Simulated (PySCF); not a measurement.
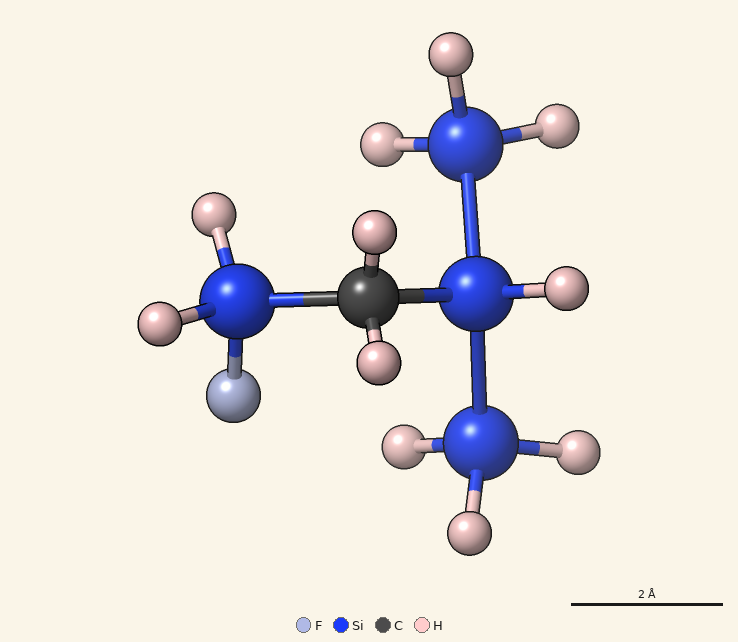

Every bond is drawn as one stick, whatever its order.

The computed structure is the end point of a GFN2-xTB optimisation. No frequency run is at hand to confirm it as a minimum.

**Count the atoms of each element.**

CH₁₁FSi₄, 17 atoms: 1 carbon, 11 hydrogen, 1 fluorine and 4 silicon.

**Give a SMILES string for it.**

F[SiH2]C[SiH]([SiH3])[SiH3]

More results for the same structure follow; atom numbers are the same in all pictures, views and colours differ.

### Geometry

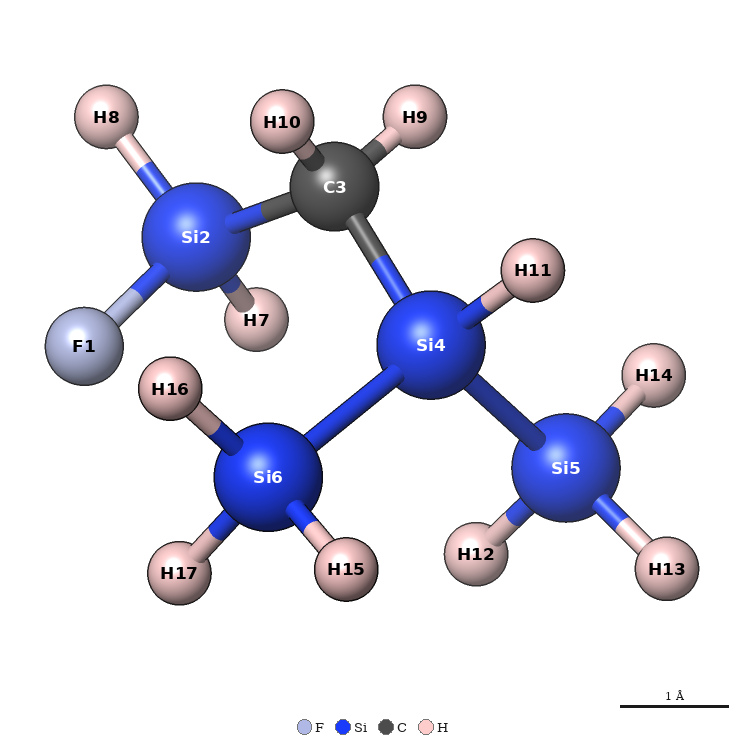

Numbered structure. No frequency run is at hand to confirm it as a minimum.

Give these bond angles: F1–Si2–C3, F1–Si2–H7, F1–Si2–H8, Si2–C3–Si4, C3–Si2–H7, C3–Si2–H8, C3–Si4–Si6, Si4–C3–H10, Si4–Si6–H15, Si5–Si4–Si6, Si5–Si4–H11, Si6–Si4–H11.

```
      angle  degrees
  F1–Si2–C3    106.9
  F1–Si2–H7    104.4
  F1–Si2–H8    104.0
 Si2–C3–Si4    115.9
  C3–Si2–H7    113.1
  C3–Si2–H8    113.8
 C3–Si4–Si6    110.2
 Si4–C3–H10    108.3
Si4–Si6–H15    109.9
Si5–Si4–Si6    117.7
Si5–Si4–H11    108.0
Si6–Si4–H11    108.8
```

### Dipole moment

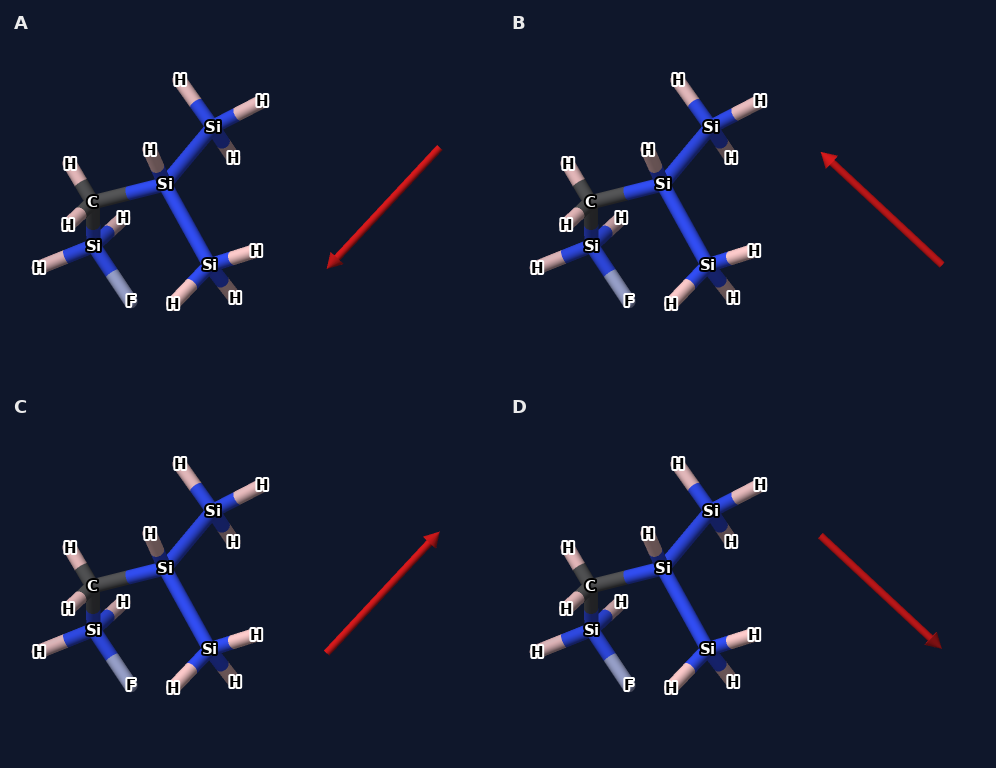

The same molecule four times, each with an arrow. No frequency run is at hand to confirm it as a minimum. Level of theory: CAM-B3LYP/def2-SVPD, gas phase (PySCF 2.14.0).

**Which arrow points along the dipole moment, from the negative to the positive end?**

B. The dipole moment is 1.98 D.

### Excitation

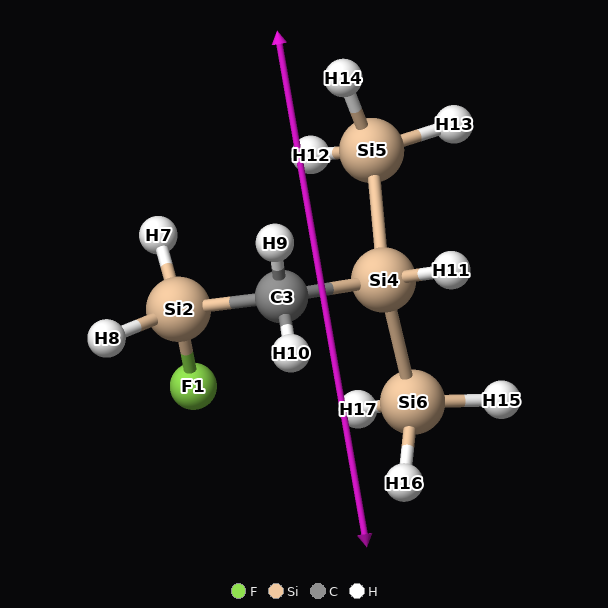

The double arrow shows the direction of the transition dipole to excited singlet state 1 (its length means nothing). No frequency run is at hand to confirm it as a minimum. Level of theory: TDDFT CAM-B3LYP/def2-SVPD, vertical, gas phase, core orbitals frozen in the response (PySCF 2.14.0).

**Where does the transition lie, and how strong is it?**

6.75 eV (184 nm), oscillator strength 0.13, mainly HOMO → LUMO (weight 0.79); transition dipole 2.23 D.

### Polarisability

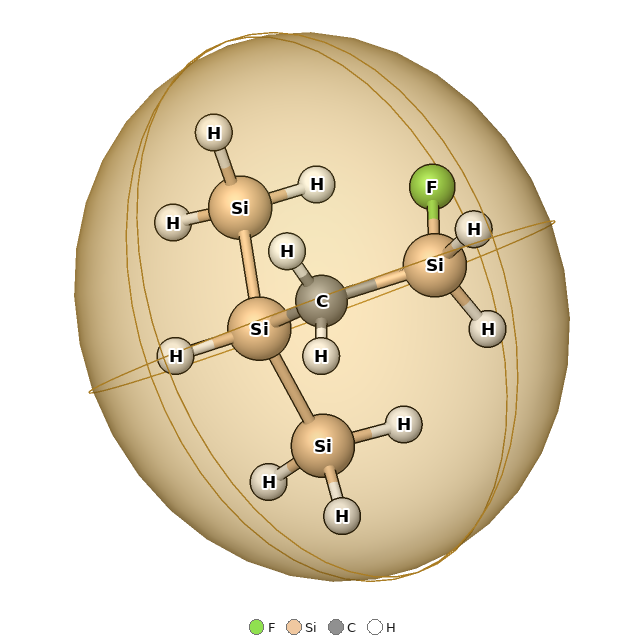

The ellipsoid shows the static dipole polarisability: its half-axes are proportional to the principal values. No frequency run is at hand to confirm it as a minimum. Level of theory: CAM-B3LYP/def2-SVPD (PySCF 2.14.0).

**Give the principal values, the mean and the anisotropy.**

Principal values 108.9, 128.3, 134.7 bohr³; mean 124.0 bohr³ (18.37 Å³); anisotropy 23.2 bohr³, so the longest axis is 1.24 times the shortest.

The geometry is semi-empirical. Around Si such bond lengths and angles can be off by a tenth of an ångström or more and by several degrees, and values that hang on the shape move with them.
